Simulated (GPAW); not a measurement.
Consider NaHF2 (R-3m).

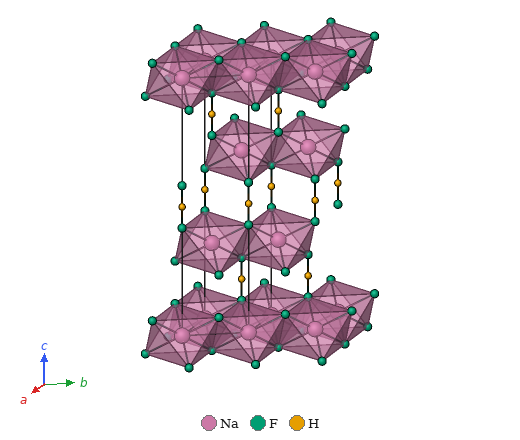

The structure (sodium pink, fluorine teal, hydrogen orange). 1×2×1 conventional cells are drawn. Some periodic images of atoms are drawn too.

```cif
data_structure
_symmetry_space_group_name_H-M 'P 1'
_symmetry_Int_Tables_number 1
_cell_length_a 5.0030
_cell_length_b 5.0030
_cell_length_c 5.0030
_cell_angle_alpha 40.631
_cell_angle_beta 40.631
_cell_angle_gamma 40.631
_cell_volume 47.90
loop_
_atom_site_label
_atom_site_type_symbol
_atom_site_fract_x
_atom_site_fract_y
_atom_site_fract_z
_atom_site_occupancy
Na1 Na 0.00000 0.00000 0.00000 1
F2 F 0.58240 0.58240 0.58240 1
F3 F 0.41760 0.41760 0.41760 1
H4 H 0.50000 0.50000 0.50000 1
```

Absorber: atom 1, with 6 F at 2.32 Å (distorted octahedral, site symmetry -3m). Method: GPAW, LDA, full core hole (charged cell), 24-atom cell with 6.9 Å between holes, 3×3×2 k points, dipole transitions, Gaussian full width 0.9 eV up to 4 eV, rising linearly to 3.5 eV at 25 eV.

Q: Predict the near-edge structure at the Na K edge.

Main maxima up to 24 eV above the zero (height): 3.9 eV (2.31), 5.7 eV (2.12), 10.8 eV (1.87) and 19.8 eV (0.64). A K edge sees empty p states on the absorber. The total-energy difference plus the lowest empty eigenvalue puts the zero at 1076.74 eV. One term is added: -11.92 eV, since the hole is spin-paired here and a spin-polarised one costs that much less in the free atom (computed apart). The photon energy is then 1064.82 eV. The tabulated edge of the element is 1070.8 eV. The functional and the charged cell's background leave an error in such absolute values: in the free atom LDA prices this hole 5.9 eV below PBE (computed apart), and PBE is itself good to a few eV.

The Na K spectrum (energy from the lowest empty level; intensity scaled to a mean of 1 over the first 20 eV; polarised curves are means over the symmetry-equivalent atoms):

```
E (eV)  isotropic  ε ⊥ c  ε ∥ c
  -2.0       0.00   0.00   0.00
  -0.5       0.00   0.00   0.00
   1.0       0.02   0.01   0.03
   2.5       0.87   0.62   1.37
   4.0       2.29   2.46   1.94
   5.5       2.03   1.97   2.16
   7.0       1.51   1.61   1.30
   8.5       1.17   1.14   1.23
  10.0       1.64   1.84   1.26
  11.5       1.74   2.02   1.17
  13.0       0.86   0.74   1.10
  14.5       0.36   0.29   0.51
  16.0       0.38   0.36   0.40
  17.5       0.50   0.51   0.48
  19.0       0.62   0.65   0.55
  20.5       0.62   0.61   0.63
  22.0       0.51   0.46   0.60
  23.5       0.40   0.35   0.51
  25.0       0.33   0.25   0.49
  26.5       0.30   0.22   0.46
  28.0       0.32   0.25   0.45
  29.5       0.36   0.34   0.41
  31.0       0.40   0.41   0.37
```

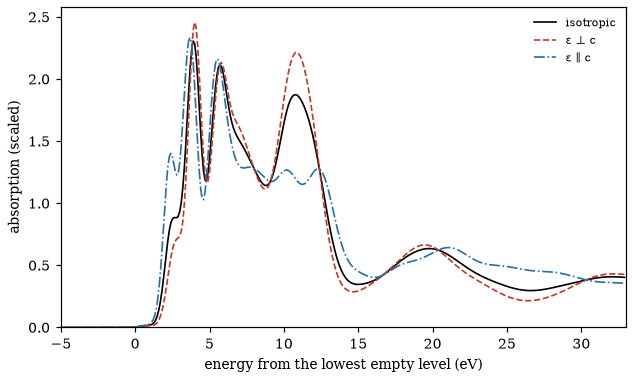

The Na K edge.

The mesh is coarse (0.46 Å⁻¹ between points), so small maxima may be mesh ripples. Lifetime broadening is put in by hand, and intensities beyond about 20 eV depend on it and on the partial waves; weight that the partial waves miss at high energy is lost. The structure is a published determination, not relaxed.

[Banner, clock and machine lines of the logs are left out without a mark of their own.]

[Logs are printed without paths, hosts, clocks, repeated set-up lines and the standing remarks that a program may print on its own settings, such as how far it seeks lower states.]

[Hosts, paths, dates, database ids (printed as entryN), source tags and the programs' standing remarks are cut or masked in the printed files.]

[Lists of maxima count a maximum above −3 eV only where it reaches 4 % of the highest in the window and stands out from its surroundings by 2 % of it (1.5 % where it reaches 55 %); shoulders and weaker maxima are passed over, and of the rest the first, up to two pre-edge ones and the few strongest are named.]
